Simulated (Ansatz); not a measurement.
Molecular dynamics of CH3Cl3Sn (part 1 of 2)

CH3Cl3Sn, computed with RKS r2SCAN-d3bj/def2-SVP (Ansatz 0.2.0).

The geometry comes from this level: PBE0-D4/def2-TZVP. Figures and captions count atoms from 1; the log counts them from 0 in places.

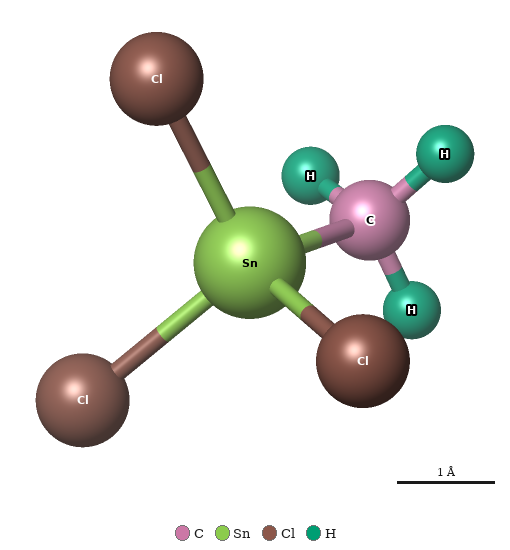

Fig. 1: The input geometry (ball-and-stick view, seen at a tilt). Sticks mark near contacts.

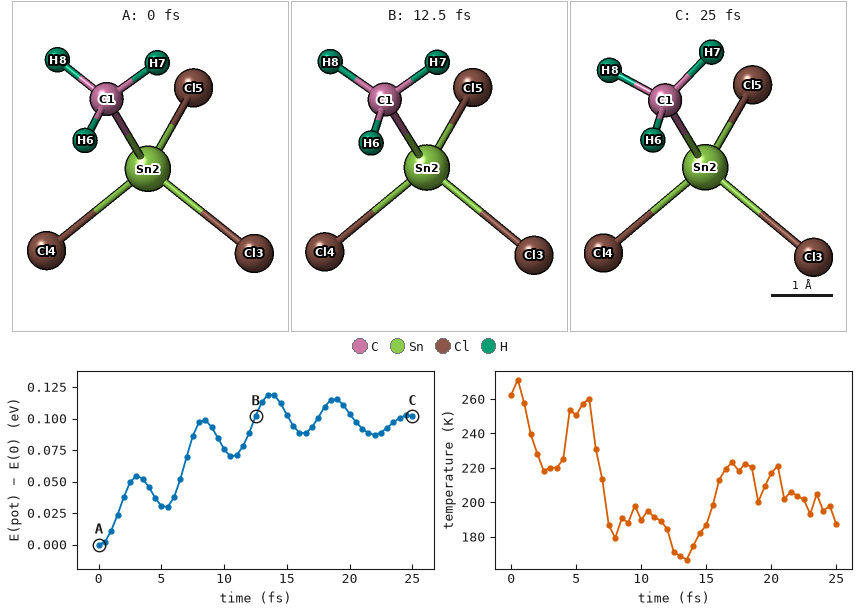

Fig. 2: Frames of the molecular dynamics (ball-and-stick, seen at an oblique angle) above the curves, on which the letters mark them. The trajectory kept here has 51 frames over 25 fs. The temperature starts at 262 K, ranges from 167 to 271 K and averages 200 K over the second half. The potential energy ends 0.102 eV above its first value. After an unweighted best fit of the last frame on the first, the root-mean-square displacement is 0.13 Å.

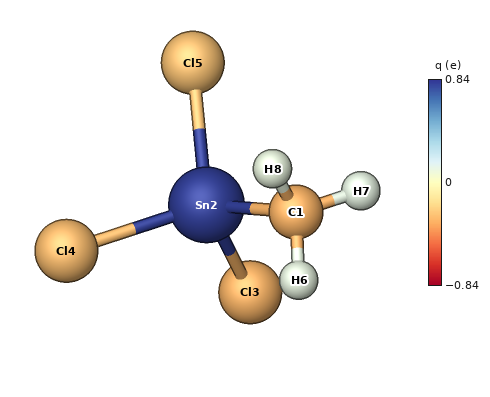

Fig. 3: Mulliken charges, as the colour of each atom (ball-and-stick view, seen at a tilt; atoms are numbered from 1 in the order of the input). By element: C −0.31, Sn +0.80, Cl −0.30 to −0.25 and H +0.10 to +0.11 e.

The input that produced these results follows, with the program's output.

Input:
```yaml
crystal:
  periodic: [false, false, false]
  atoms:
    - {symbol: C, position_ang: [-0.867851, -0.274914, 0.843304]}
    - {symbol: Sn, position_ang: [0.616081, 0.176910, -0.591627]}
    - {symbol: Cl, position_ang: [2.491729, -1.147107, -0.345052]}
    - {symbol: Cl, position_ang: [-0.141471, -0.135826, -2.750355]}
    - {symbol: Cl, position_ang: [1.324089, 2.369859, -0.444740]}
    - {symbol: H, position_ang: [-1.171052, -1.312402, 0.711235]}
    - {symbol: H, position_ang: [-0.445139, -0.125457, 1.835651]}
    - {symbol: H, position_ang: [-1.714285, 0.391839, 0.685985]}
basis:
  gaussian: {orbitals: def2-SVP}
hamiltonian: {xc: {name: r2SCAN}, dispersion: d3bj}
md: {timestep: 0.5 fs, n_steps: 50, ensemble: nvt_langevin, temperature: 300, initial_velocities: maxwell_boltzmann, friction: 0.01, seed: 578}
```

Launched with:
```bash
ansatz run in.yaml --threads 4 --pin off --events-out ev --progress --plain --max-ram 10444MiB
```

What the program printed:
```
Warning: the engine holds no damping parameters fitted to this dispersion correction and functional, so the run takes those fitted to r2scan beside the three-body term, which d3bj leaves out (hamiltonian.dispersion, under Limitations)
Functional definition: r2SCAN
  name "r2SCAN"
  cite "Furness, Kaplan, Ning, Perdew & Sun, J. Phys. Chem. Lett. 11, 8208 (2020) doi:10.1021/acs.jpclett.0c02405"
  cite "Furness, Kaplan, Ning, Perdew & Sun, J. Phys. Chem. Lett. 11, 9248 (2020) doi:10.1021/acs.jpclett.0c03077"
  parent r2scan
  parameter k0 = 0.174
  parameter k1 = 0.065
  parameter a1 = 4.9479
  exchange = r2scan_x(k0 = k0, k1 = k1, a1 = a1)
  correlation = r2scan_c
1208 factors; their error is unknown
mean field evaluation 1: about -44469.5510 eV, gradient 5.0e1 eV
mean field evaluation 2: about -44461.1396 eV, gradient 6.8e1 eV
mean field evaluation 4: about -44475.8577 eV, gradient 3.7e0 eV
mean field evaluation 8: about -44475.8886 eV, gradient 2.3e-2 eV
mean field evaluation 16: about -44475.8380 eV, gradient 1.1e-5 eV
mean field -44475.83796683 eV, -1634.4568984752 hartree, gradient 1.1e-5 eV, S^2 0.000000; 0 other end points of the search recorded, 0 dependent functions left out
the calculation of the forces begins
reference -44475.83797668 eV, -1634.4568988373 hartree; 41, 41 occupied and 68, 68 virtual orbitals, 1208 factors
md step     0: t =     0.00 fs  T =   262.5 K  F+E_penalty+E_count = -44475.91405015 eV  E_kin = 0.271446 eV  (28 SCF iters)
these checks for a lower state are left out or cut short: starts, cluster_reference, orbital_swaps, neighbouring_geometries, increment
1208 factors; their error is unknown
mean field -44475.83584741 eV, -1634.4568205880 hartree, gradient 1.5e-5 eV, S^2 0.000000; 0 other end points of the search recorded, 0 dependent functions left out
the calculation of the forces begins
reference -44475.83585726 eV, -1634.4568209502 hartree; 41, 41 occupied and 68, 68 virtual orbitals, 1208 factors
md step     1: t =     0.50 fs  T =   271.3 K  F+E_penalty+E_count = -44475.91193586 eV  E_kin = 0.280584 eV  (31 SCF iters)
[... from here on the SCF iterations and repeated set-up lines of each step are left out, up to the last step ...]
md step     2: t =     1.00 fs  T =   257.4 K  F+E_penalty+E_count = -44475.90293505 eV  E_kin = 0.266185 eV  (31 SCF iters)
md step     3: t =     1.50 fs  T =   239.4 K  F+E_penalty+E_count = -44475.89041248 eV  E_kin = 0.247592 eV  (31 SCF iters)
md step     4: t =     2.00 fs  T =   228.4 K  F+E_penalty+E_count = -44475.87639021 eV  E_kin = 0.236138 eV  (31 SCF iters)
md step     5: t =     2.50 fs  T =   218.2 K  F+E_penalty+E_count = -44475.86456115 eV  E_kin = 0.225593 eV  (31 SCF iters)
md step     6: t =     3.00 fs  T =   220.2 K  F+E_penalty+E_count = -44475.85950162 eV  E_kin = 0.227711 eV  (31 SCF iters)
md step     7: t =     3.50 fs  T =   220.1 K  F+E_penalty+E_count = -44475.86164133 eV  E_kin = 0.227583 eV  (31 SCF iters)
md step     8: t =     4.00 fs  T =   225.1 K  F+E_penalty+E_count = -44475.86842066 eV  E_kin = 0.232815 eV  (31 SCF iters)
md step     9: t =     4.50 fs  T =   253.8 K  F+E_penalty+E_count = -44475.87702175 eV  E_kin = 0.262434 eV  (31 SCF iters)
md step    10: t =     5.00 fs  T =   250.6 K  F+E_penalty+E_count = -44475.88358900 eV  E_kin = 0.259098 eV  (31 SCF iters)
md step    11: t =     5.50 fs  T =   257.4 K  F+E_penalty+E_count = -44475.88414929 eV  E_kin = 0.266141 eV  (31 SCF iters)
md step    12: t =     6.00 fs  T =   260.1 K  F+E_penalty+E_count = -44475.87667114 eV  E_kin = 0.268992 eV  (31 SCF iters)
md step    13: t =     6.50 fs  T =   231.1 K  F+E_penalty+E_count = -44475.86231192 eV  E_kin = 0.238992 eV  (31 SCF iters)
md step    14: t =     7.00 fs  T =   213.4 K  F+E_penalty+E_count = -44475.84480083 eV  E_kin = 0.220665 eV  (30 SCF iters)
md step    15: t =     7.50 fs  T =   186.8 K  F+E_penalty+E_count = -44475.82780602 eV  E_kin = 0.193139 eV  (31 SCF iters)
md step    16: t =     8.00 fs  T =   179.3 K  F+E_penalty+E_count = -44475.81688942 eV  E_kin = 0.185455 eV  (30 SCF iters)
md step    17: t =     8.50 fs  T =   190.7 K  F+E_penalty+E_count = -44475.81530275 eV  E_kin = 0.197164 eV  (31 SCF iters)
md step    18: t =     9.00 fs  T =   188.3 K  F+E_penalty+E_count = -44475.82081888 eV  E_kin = 0.194682 eV  (30 SCF iters)
md step    19: t =     9.50 fs  T =   198.1 K  F+E_penalty+E_count = -44475.82950564 eV  E_kin = 0.204898 eV  (31 SCF iters)
md step    20: t =    10.00 fs  T =   189.8 K  F+E_penalty+E_count = -44475.83841593 eV  E_kin = 0.196310 eV  (31 SCF iters)
md step    21: t =    10.50 fs  T =   195.2 K  F+E_penalty+E_count = -44475.84417370 eV  E_kin = 0.201865 eV  (31 SCF iters)
md step    22: t =    11.00 fs  T =   191.3 K  F+E_penalty+E_count = -44475.84313516 eV  E_kin = 0.197840 eV  (31 SCF iters)
md step    23: t =    11.50 fs  T =   189.4 K  F+E_penalty+E_count = -44475.83606688 eV  E_kin = 0.195809 eV  (31 SCF iters)
md step    24: t =    12.00 fs  T =   184.4 K  F+E_penalty+E_count = -44475.82537436 eV  E_kin = 0.190651 eV  (31 SCF iters)
md step    25: t =    12.50 fs  T =   171.2 K  F+E_penalty+E_count = -44475.81230516 eV  E_kin = 0.177026 eV  (31 SCF iters)
md step    26: t =    13.00 fs  T =   168.7 K  F+E_penalty+E_count = -44475.80103773 eV  E_kin = 0.174458 eV  (30 SCF iters)
md step    27: t =    13.50 fs  T =   166.8 K  F+E_penalty+E_count = -44475.79499720 eV  E_kin = 0.172453 eV  (31 SCF iters)
md step    28: t =    14.00 fs  T =   174.9 K  F+E_penalty+E_count = -44475.79547410 eV  E_kin = 0.180836 eV  (31 SCF iters)
md step    29: t =    14.50 fs  T =   182.0 K  F+E_penalty+E_count = -44475.80194600 eV  E_kin = 0.188178 eV  (30 SCF iters)
md step    30: t =    15.00 fs  T =   186.8 K  F+E_penalty+E_count = -44475.81110130 eV  E_kin = 0.193153 eV  (31 SCF iters)
md step    31: t =    15.50 fs  T =   198.3 K  F+E_penalty+E_count = -44475.81978375 eV  E_kin = 0.205030 eV  (31 SCF iters)
md step    32: t =    16.00 fs  T =   213.1 K  F+E_penalty+E_count = -44475.82538429 eV  E_kin = 0.220388 eV  (31 SCF iters)
md step    33: t =    16.50 fs  T =   219.6 K  F+E_penalty+E_count = -44475.82569860 eV  E_kin = 0.227075 eV  (31 SCF iters)
md step    34: t =    17.00 fs  T =   223.2 K  F+E_penalty+E_count = -44475.82101540 eV  E_kin = 0.230827 eV  (31 SCF iters)
md step    35: t =    17.50 fs  T =   218.3 K  F+E_penalty+E_count = -44475.81333085 eV  E_kin = 0.225719 eV  (30 SCF iters)
md step    36: t =    18.00 fs  T =   222.5 K  F+E_penalty+E_count = -44475.80492710 eV  E_kin = 0.230114 eV  (31 SCF iters)
md step    37: t =    18.50 fs  T =   220.4 K  F+E_penalty+E_count = -44475.79920894 eV  E_kin = 0.227935 eV  (31 SCF iters)
md step    38: t =    19.00 fs  T =   200.2 K  F+E_penalty+E_count = -44475.79878140 eV  E_kin = 0.207059 eV  (29 SCF iters)
md step    39: t =    19.50 fs  T =   209.3 K  F+E_penalty+E_count = -44475.80330952 eV  E_kin = 0.216397 eV  (31 SCF iters)
md step    40: t =    20.00 fs  T =   216.9 K  F+E_penalty+E_count = -44475.81025228 eV  E_kin = 0.224329 eV  (31 SCF iters)
md step    41: t =    20.50 fs  T =   221.3 K  F+E_penalty+E_count = -44475.81677153 eV  E_kin = 0.228791 eV  (31 SCF iters)
md step    42: t =    21.00 fs  T =   201.9 K  F+E_penalty+E_count = -44475.82197164 eV  E_kin = 0.208751 eV  (31 SCF iters)
md step    43: t =    21.50 fs  T =   206.2 K  F+E_penalty+E_count = -44475.82564376 eV  E_kin = 0.213240 eV  (31 SCF iters)
md step    44: t =    22.00 fs  T =   203.8 K  F+E_penalty+E_count = -44475.82699131 eV  E_kin = 0.210701 eV  (30 SCF iters)
md step    45: t =    22.50 fs  T =   201.7 K  F+E_penalty+E_count = -44475.82520168 eV  E_kin = 0.208582 eV  (31 SCF iters)
md step    46: t =    23.00 fs  T =   193.2 K  F+E_penalty+E_count = -44475.82136355 eV  E_kin = 0.199749 eV  (31 SCF iters)
md step    47: t =    23.50 fs  T =   204.9 K  F+E_penalty+E_count = -44475.81712993 eV  E_kin = 0.211862 eV  (31 SCF iters)
md step    48: t =    24.00 fs  T =   195.0 K  F+E_penalty+E_count = -44475.81334397 eV  E_kin = 0.201669 eV  (31 SCF iters)
md step    49: t =    24.50 fs  T =   198.0 K  F+E_penalty+E_count = -44475.81148844 eV  E_kin = 0.204757 eV  (31 SCF iters)
these checks for a lower state are left out or cut short: starts, cluster_reference, orbital_swaps, neighbouring_geometries, increment
1208 factors; their error is unknown
mean field -44475.73605363 eV, -1634.4531532342 hartree, gradient 1.5e-5 eV, S^2 0.000000; 0 other end points of the search recorded, 0 dependent functions left out
the calculation of the forces begins
reference -44475.73606347 eV, -1634.4531535960 hartree; 41, 41 occupied and 68, 68 virtual orbitals, 1208 factors
1208 factors; their error is unknown
mean field evaluation 416: about -44475.7867 eV, gradient 2.1e-1 eV
mean field -44475.73605363 eV, -1634.4531532342 hartree, gradient 1.5e-5 eV, S^2 0.000000; 1 other end points of the search recorded, 0 dependent functions left out
the calculation of the forces begins
reference -44475.73606347 eV, -1634.4531535960 hartree; 41, 41 occupied and 68, 68 virtual orbitals, 1208 factors
md step    50: t =    25.00 fs  T =   187.5 K  F+E_penalty+E_count = -44475.81218212 eV  E_kin = 0.193850 eV  (30 SCF iters)
Total energy: -44475.81219196 eV, -1634.4559512663 hartree
Atom 0 at    -0.808795    -0.310158     0.837950 Å, force    -0.207228     1.594821     0.840594 eV/Å
Atom 1 at     0.604897     0.216656    -0.591877 Å, force     1.054710    -1.414620    -0.186551 eV/Å
Atom 2 at     2.580237    -1.131263    -0.357674 Å, force    -0.531716     0.448085    -0.059452 eV/Å
Atom 3 at    -0.166869    -0.253593    -2.730287 Å, force    -0.112602     0.060497    -0.337647 eV/Å
Atom 4 at     1.216839     2.401344    -0.394040 Å, force     0.285150     1.013047    -0.003679 eV/Å
Atom 5 at    -0.954174    -1.368610     0.835194 Å, force    -0.136489    -1.025028     0.168330 eV/Å
Atom 6 at    -0.474900     0.113769     1.818698 Å, force    -0.195619    -0.512403    -0.510157 eV/Å
Atom 7 at    -1.716735     0.226041     0.526302 Å, force    -0.156208    -0.164397     0.088562 eV/Å
Dipole moment:    -0.567561    -0.016196     0.476237 e Å
```

Trajectory as extended XYZ (Å, eV, eV/Å), 25 of the 51 frames kept, from step=0 to step=50:
```
8
Properties=species:S:1:pos:R:3:forces:R:3 step=0 time_fs=0.0 energy=-44475.91405 temperature=262.5
C    -0.8679   -0.2749    0.8433    0.0494   0.0150  -0.0477
Sn    0.6161    0.1769   -0.5916   -0.2357  -0.0714   0.2283
Cl    2.4917   -1.1471   -0.3451    0.4490  -0.3248   0.0675
Cl   -0.1415   -0.1358   -2.7504   -0.1924  -0.0788  -0.5184
Cl    1.3241    2.3699   -0.4447    0.1649   0.5318   0.0433
H    -1.1711   -1.3124    0.7112   -0.0967  -0.3117  -0.0336
H    -0.4451   -0.1255    1.8357    0.1204   0.0427   0.3018
H    -1.7143    0.3918    0.6860   -0.2588   0.1971  -0.0412
8
Properties=species:S:1:pos:R:3:forces:R:3 step=2 time_fs=1.0 energy=-44475.90293 temperature=257.4
C    -0.8644   -0.2773    0.8385   -0.0964   0.9110   0.5636
Sn    0.6163    0.1785   -0.5916   -0.2168  -0.1345   0.1716
Cl    2.4955   -1.1445   -0.3471    0.4185  -0.3034   0.0689
Cl   -0.1420   -0.1417   -2.7493   -0.1883  -0.0755  -0.5182
Cl    1.3186    2.3679   -0.4430    0.1911   0.6077   0.0451
H    -1.1596   -1.3032    0.7097   -0.2219  -0.8149  -0.0772
H    -0.4326   -0.1219    1.8471   -0.1451  -0.0490  -0.2803
H    -1.7361    0.3891    0.6902    0.2590  -0.1413   0.0265
8
Properties=species:S:1:pos:R:3:forces:R:3 step=4 time_fs=2.0 energy=-44475.87639 temperature=228.4
C    -0.8608   -0.2790    0.8344   -0.2677   1.3945   1.0254
Sn    0.6162    0.1801   -0.5915   -0.1861  -0.1959   0.1151
Cl    2.4994   -1.1419   -0.3488    0.3824  -0.2788   0.0696
Cl   -0.1425   -0.1474   -2.7484   -0.1847  -0.0725  -0.5176
Cl    1.3133    2.3662   -0.4413    0.2158   0.6798   0.0462
H    -1.1464   -1.3026    0.7091   -0.2735  -1.0245  -0.0920
H    -0.4202   -0.1203    1.8562   -0.3486  -0.1101  -0.7133
H    -1.7557    0.3840    0.6951    0.6624  -0.3925   0.0666
8
Properties=species:S:1:pos:R:3:forces:R:3 step=6 time_fs=3.0 energy=-44475.85950 temperature=220.2
C    -0.8579   -0.2792    0.8310   -0.4093   1.3521   1.2825
Sn    0.6161    0.1818   -0.5910   -0.1591  -0.2594   0.0482
Cl    2.5034   -1.1396   -0.3502    0.3415  -0.2523   0.0708
Cl   -0.1429   -0.1529   -2.7478   -0.1773  -0.0681  -0.5056
Cl    1.3084    2.3646   -0.4397    0.2415   0.7532   0.0470
H    -1.1315   -1.3099    0.7094   -0.2402  -0.9114  -0.0755
H    -0.4105   -0.1197    1.8595   -0.4598  -0.1305  -0.9313
H    -1.7713    0.3728    0.7017    0.8627  -0.4837   0.0638
8
Properties=species:S:1:pos:R:3:forces:R:3 step=8 time_fs=4.0 energy=-44475.86842 temperature=225.1
C    -0.8561   -0.2776    0.8286   -0.4821   0.7754   1.2489
Sn    0.6159    0.1837   -0.5904   -0.1355  -0.3287  -0.0142
Cl    2.5076   -1.1376   -0.3515    0.2903  -0.2198   0.0715
Cl   -0.1433   -0.1582   -2.7475   -0.1675  -0.0629  -0.4856
Cl    1.3039    2.3632   -0.4379    0.2680   0.8260   0.0468
H    -1.1155   -1.3238    0.7100   -0.1448  -0.5111  -0.0398
H    -0.4083   -0.1210    1.8536   -0.4186  -0.0949  -0.8346
H    -1.7797    0.3543    0.7110    0.7902  -0.3840   0.0070
```
